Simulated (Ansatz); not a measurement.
Partial pair distribution functions of a relaxed model of amorphous Si$_{18}$K$_{12}$O$_{42}$, broadened by 0.06 Å; density 2.20 g/cm³. All values below come from PBE, scalar-relativistic without spin-orbit coupling (plane waves to 420 eV, PAW; Ansatz, a first-principles code).

The cell was made by melting and quenching with the CHGNet potential and then relaxed with DFT. O atoms were pushed apart under 1.9 Å during the dynamics, to hinder bonds among them. The hot cell started wider than the set density and was brought back towards it in steps. It is the lowest in DFT energy of 2 quenches. It is a model cell: composition and starting density were chosen by hand, and all elements were melted together. No dispersion term was used. Its density started from a set value of 2.33 and ended at 2.20 g/cm³. The simulated quench (nominally 260 K/ps over its main leg) is rapid and tends to freeze in more defects than a deposited or slowly cooled glass has. A cell of this size samples the disorder only roughly. Volume and shape were free in the relaxation.

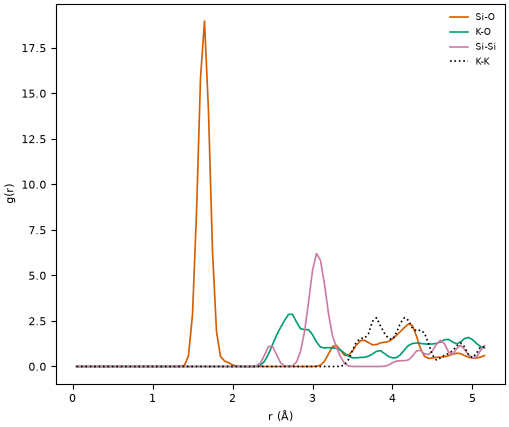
Figure. Partial pair distribution functions

Highest peaks under 4.5 Å: Si-O near 1.65 Å, K-O near 2.70 Å, Si-Si near 3.05 Å, K-K near 4.15 Å; pairs of few atoms are noisy.

Within 2.06 Å each Si has 4.06 O neighbours on average.
